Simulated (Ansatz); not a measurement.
# doublet CH2BCl+: levels of theory compared

We compute a comparison of 6 runs (U-revPBE/STO-3G, U-wB97X/STO-3G, UHSE06/STO-3G, RPA@PBE/STO-3G, UCCSDT(Q)/STO-3G, UCCSDTQ/STO-3G) of doublet CH2BCl+. 

Program for the calculation: Ansatz 0.2.0.

85 further runs of the same task are left out: 9 that didn't finish, 76 set aside as unsound or not needed.

## (1) The molecule

CH2BCl+: 5 atoms, total charge +1, spin state doublet. SMILES of the parent species: `B[C]Cl`. Geometry: relaxed at GFN2-xTB. That shape belongs to the parent species and isn't relaxed for this state.

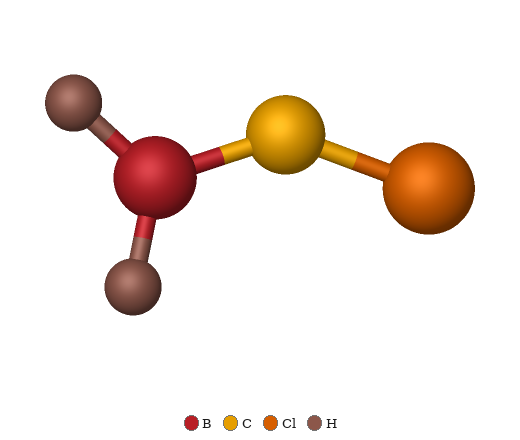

The structure, seen from a chosen angle (boron red, carbon amber, chlorine orange, hydrogen brown).

## (2) A single-point energy at U-revPBE/STO-3G (run 1)

File run.yaml:

```yaml
crystal:
  periodic: [false, false, false]
  atoms:
    - {symbol: B, position_ang: [0.414180, 0.139370, -0.472520]}
    - {symbol: C, position_ang: [-0.487440, 0.280880, 0.684730]}
    - {symbol: Cl, position_ang: [-1.470630, -0.583120, 1.652980]}
    - {symbol: H, position_ang: [0.575730, -0.915570, -0.969770]}
    - {symbol: H, position_ang: [0.968160, 1.078440, -0.895430]}
basis:
  gaussian:
    orbitals: STO-3G
magnetization:
  spin_polarized: true
  initial_magnetization: 1
total_charge: 1
accuracy: high
hamiltonian:
  xc: {name: revPBE}
```

Started as:

```console
$ ansatz run run.yaml --threads 1 --pin off --max-ram 2610MiB --events-out events.jsonl --progress --plain --runs-dir runs
```

Standard output:

```text
Warning: RAYON_NUM_THREADS=1 ignored (pool sized by the plan → 1); use --threads N
Functional definition: revPBE
  name "revPBE"
  parameter kappa = 1.245
  parameter beta = 0.06672455060314922
  exchange = pbe_x(kappa = kappa, mu = beta*pi^2/3)
  correlation = pbe_c(beta = beta)
370 factors; integrals over basis functions are off by at most 6.8e-9 eV
mean field evaluation 1: about -14095.5071 eV, gradient 9.3e0 eV
mean field evaluation 2: about -14089.5789 eV, gradient 3.2e1 eV
mean field evaluation 4: about -14096.1537 eV, gradient 4.4e-1 eV
mean field evaluation 8: about -14096.0894 eV, gradient 4.6e-2 eV
mean field evaluation 16: about -14096.0894 eV, gradient 2.9e-6 eV
mean field -14096.08938431 eV, -518.0217302009 hartree, gradient 9.6e-9 eV, S^2 0.757056; 1 other end points of the search recorded, 0 dependent functions left out
reference -14096.08938651 eV, -518.0217302816 hartree; 15, 14 occupied and 6, 7 virtual orbitals, 370 factors
Total energy: -14096.08938651 eV, -518.0217302816 hartree
```

It took 1.7 s on 1 thread of Arm Neoverse V2, shared host; peak memory 0.13 GiB.

## (3) The energy at U-wB97X/STO-3G (run 2)

run.yaml: that of step 2 with these lines changed.

```diff
@@ -1 +1,4 @@
+basis:
+  gaussian:
+    orbitals: STO-3G
 crystal:
@@ -8,5 +11,3 @@
     - {symbol: H, position_ang: [0.968160, 1.078440, -0.895430]}
-basis:
-  gaussian:
-    orbitals: STO-3G
+total_charge: 1
 magnetization:
@@ -14,5 +15,4 @@
   initial_magnetization: 1
-total_charge: 1
+hamiltonian:
+  xc: {name: wB97X}
 accuracy: high
-hamiltonian:
-  xc: {name: revPBE}
```

Started as:

```console
$ ansatz run run.yaml --threads 1 --pin off --max-ram 2610MiB --events-out events.jsonl --progress --plain --runs-dir runs
```

Standard output (excerpt; [...] marks lines left out):

```text
Warning: RAYON_NUM_THREADS=1 ignored (pool sized by the plan → 1); use --threads N
Functional definition: wB97X
  name "wB97X"
[...]
      + exact_x_lr(omega)
[...]
      + integral(e_c_pw_opposite_spin*poly(b97_u_opposite, 1, cos1, cos2, cos3, cos4))
370 factors; integrals over basis functions are off by at most 6.8e-9 eV
150 factors; integrals over basis functions are off by at most 1.2e-9 eV
[...]
mean field -14098.12901237 eV, -518.0966851494 hartree, gradient 2.2e-8 eV, S^2 0.759834; 2 other end points of the search recorded, 0 dependent functions left out
reference -14098.12901093 eV, -518.0966850967 hartree; 15, 14 occupied and 6, 7 virtual orbitals, 370 factors
Total energy: -14098.12901093 eV, -518.0966850967 hartree
```

Wall time 11 s (1 thread of Arm Neoverse V2, shared host); peak memory 0.39 GiB.

Runs 3 to 5 aren't shown in full; the table further down has their settings and results.

## (4) The energy at UCCSDTQ/STO-3G (run 6)

File job.yaml:

```yaml
crystal:
  periodic: [false, false, false]
  atoms:
    - {symbol: B, position_ang: [0.414180, 0.139370, -0.472520]}
    - {symbol: C, position_ang: [-0.487440, 0.280880, 0.684730]}
    - {symbol: Cl, position_ang: [-1.470630, -0.583120, 1.652980]}
    - {symbol: H, position_ang: [0.575730, -0.915570, -0.969770]}
    - {symbol: H, position_ang: [0.968160, 1.078440, -0.895430]}
basis:
  gaussian:
    orbitals: STO-3G
total_charge: 1
magnetization:
  spin_polarized: true
  initial_magnetization: 1
correlation:
  method: ccsdtq
  frozen_orbitals: {B: 1, C: 1, Cl: 5, H: 0}
accuracy: high
scf:
  omitted_lower_state_checks: [cluster_reference, increment]
```

Started as:

```console
$ ansatz run job.yaml --threads 1 --pin off --max-ram 2610MiB --events-out events.jsonl --progress --plain --runs-dir runs
```

Standard output:

```text
Warning: RAYON_NUM_THREADS=1 ignored (pool sized by the plan → 1); use --threads N
[... 13 lines left out ...]
7 core orbitals not correlated: weight in the atoms' cores, before any rotation towards them, 1.000 or more for the frozen orbitals, at most 0.000 for the correlated occupied ones
[... 49 lines left out ...]
Total energy: -14074.47477596 eV, -517.2274079949 hartree
Checks for a lower state left out: cluster_reference, increment
```

Run time: 68 s. Hardware: 1 thread of Arm Neoverse V2, shared host; peak memory 0.41 GiB.

## (5) All runs side by side

```csv
run,level,frozen core orbitals,energy (Eh),⟨S²⟩,wall time
1,U-revPBE/STO-3G,–,-518.021730,0.757,1.7 s
2,U-wB97X/STO-3G,–,-518.096685,0.760,11 s
3,UHSE06/STO-3G,–,-517.879238,0.760,2.4 s
4,RPA@PBE/STO-3G,7,-517.294846,0.757,2.3 s
5,UCCSDT(Q)/STO-3G,7,-517.227517,0.784,1.6 s
6,UCCSDTQ/STO-3G,7,-517.227408,0.784,68 s
```

## (6) Outcome

| quantity | value |
| --- | --- |
| run 6: total energy | -517.22741 Eh |
| run 6: correlation energy (7 core orbitals frozen) | -130.8 mEh |
| run 6: ⟨S²⟩ of the reference determinant | 0.784 |
| run 6: T1 diagnostic | 0.032 |

**Reading.** Totals of different functionals can't be ranked against each other. In runs 1, 2, 3, 4, 5, 6 the basis is minimal, so the values are rough. All runs together took 88 s, the longest 68 s.
